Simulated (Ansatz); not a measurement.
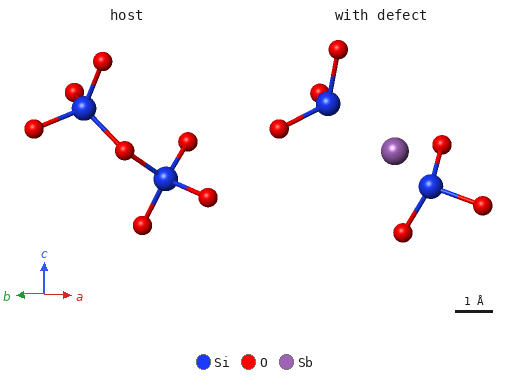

Left: perfect SiO2. Right: the same region with one point defect, after relaxing the atoms in a supercell of 54 sites. The picture is a ball-and-stick view of the atoms within 3.3 Å of one point, seen from a free direction.

Level of theory: Ansatz, DFT, PBE, plane-wave PAW, default files, scalar-relativistic. Settings: plane-wave cutoff 420 eV; k-point mesh 3 × 3 × 2; occupations fermi dirac; smearing width 0.01 eV; collinear spin. The axes drawn are those of the host's conventional cell.

**What kind of defect was made?**

An oxygen atom is replaced by antimony.

The charge state of the cell is 0.

**What does the relaxation do around it?**

In the host the O atom has 2 Si at 1.61 Å; the Sb atom ends with 2 Si at 2.42 to 2.45 Å, 1 O at 2.90 Å. Of the host's atoms, an oxygen atom moves furthest from its site, by 0.94 Å. The Sb atom itself moves 0.91 Å from where it was put. The cell's net moment is 1.00 μB.
